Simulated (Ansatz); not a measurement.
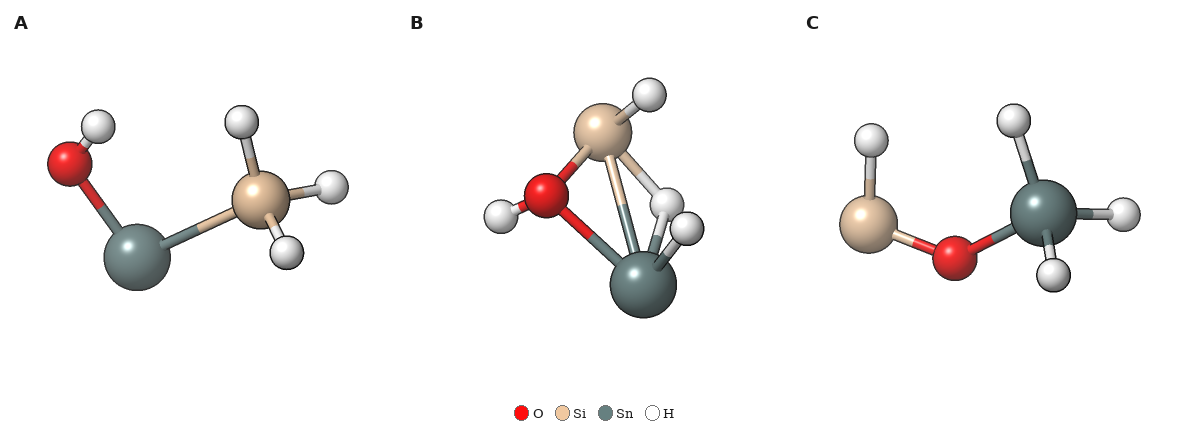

3 stationary structures of one formula. Geometries: PBE-D4/def2-SVP. Electronic energies: PBE-D4/def2-SVP (Ansatz 0.2.0), without zero-point energy. No frequency run is at hand to confirm each as a minimum. Each is one conformer, not always the lowest.

Question: Which structure is the most stable?

Answer: A is lowest (Cs); B lies 0.523 eV above it (C1), C lies 1.179 eV above it (Cs).
